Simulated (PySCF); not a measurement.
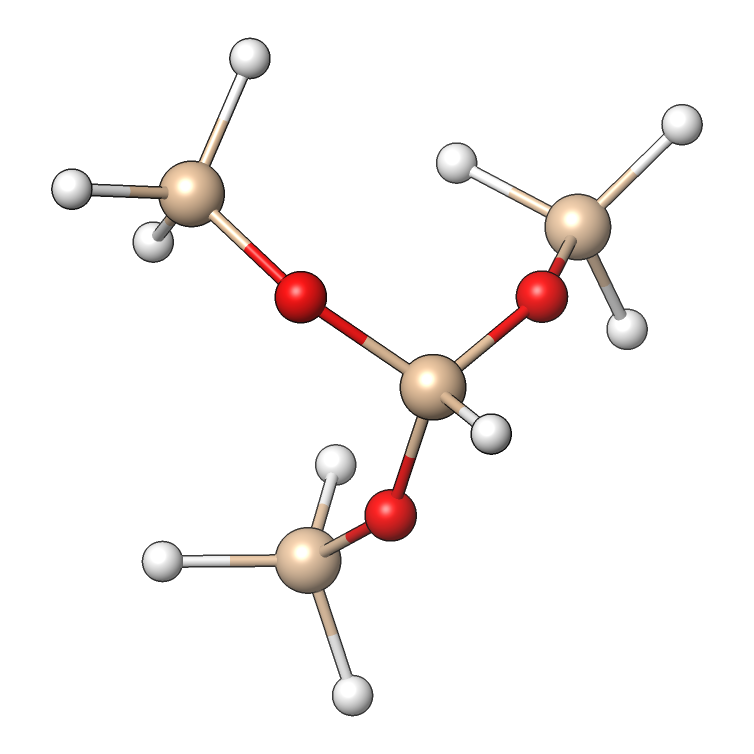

A ball-and-stick model of a molecule. Colours: silicon light orange, oxygen red, hydrogen white.

Description:

Formula H₁₀O₃Si₄. As SMILES it reads `[SiH3]O[SiH](O[SiH3])O[SiH3]`. It has no ring. Among its groups: Si–H bond, Si–O bond. Coordination: 4 Si tetrahedral; 3 O bent.

The parts below concern this one geometry. Atoms keep their numbers from picture to picture. The geometry was computed by an optimisation with PBE0-D3(BJ)/def2-SVP. No frequency run is at hand to confirm it as a minimum.

**Bond orders**

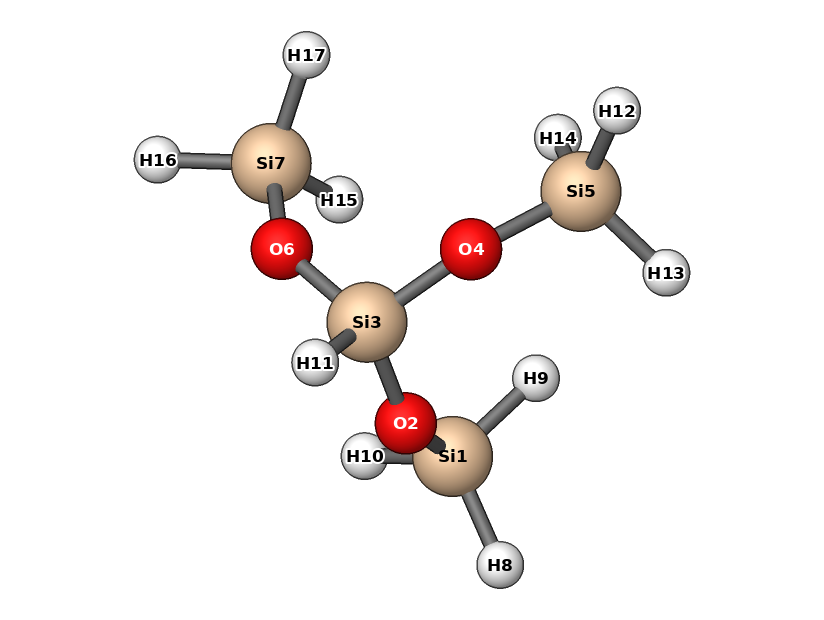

Every bond is drawn as one stick. No frequency run is at hand to confirm it as a minimum. Level of theory: PBE0/pcSseg-1 in benzene (IEF-PCM) (PySCF 2.14.0).

List the Mayer bond orders of Si1–O2, O2–Si3, Si3–O4, Si3–O6, O4–Si5, O6–Si7 (bonds between heavy atoms, one of each equivalent set). Atoms whose distances differ by more than 0.02 Å in this geometry are listed apart.

| bond | Mayer order | length (Å) |
| --- | --- | --- |
| Si1–O2 | 0.89 | 1.660 |
| O2–Si3 | 0.93 | 1.645 |
| Si3–O4 | 0.93 | 1.644 |
| Si3–O6 | 0.93 | 1.645 |
| O4–Si5 | 0.89 | 1.660 |
| O6–Si7 | 0.89 | 1.661 |

**Charges**

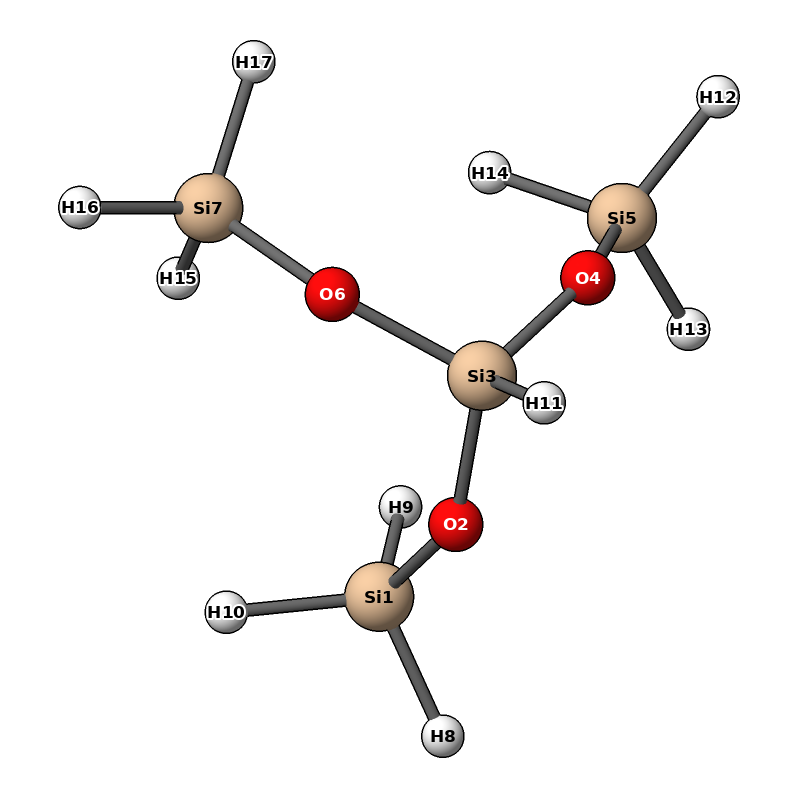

The questions are on Hirshfeld charges. No frequency run is at hand to confirm it as a minimum. Method: PBE0/pcSseg-1 in benzene (IEF-PCM) (PySCF 2.14.0).

> Which atom carries the highest charge (most positive or least negative)?

Si3 (0.52 e).

> And the lowest?

O2, O4, O6 (−0.31 e).

Give the Hirshfeld charges atom by atom.

| atom | value (e) |
| --- | --- |
| Si1 | 0.39 |
| O2 | −0.31 |
| Si3 | 0.52 |
| O4 | −0.31 |
| Si5 | 0.39 |
| O6 | −0.31 |
| Si7 | 0.39 |
| H8 | −0.07 |
| H9 | −0.08 |
| H10 | −0.08 |
| H11 | −0.06 |
| H12 | −0.07 |
| H13 | −0.08 |
| H14 | −0.08 |
| H15 | −0.08 |
| H16 | −0.07 |
| H17 | −0.08 |

**NMR shielding**

The questions are on isotropic NMR shieldings of the Si atoms. No frequency run is at hand to confirm it as a minimum. Method: GIAO PBE0/pcSseg-1 NMR shielding, non-relativistic, IEF-PCM dichloromethane (PySCF 2.14.0).

List the isotropic NMR shieldings of the Si atoms.

```tsv
atom	σ (ppm)
Si1	389.9
Si3	423.5
Si5	389.9
Si7	390.0
```
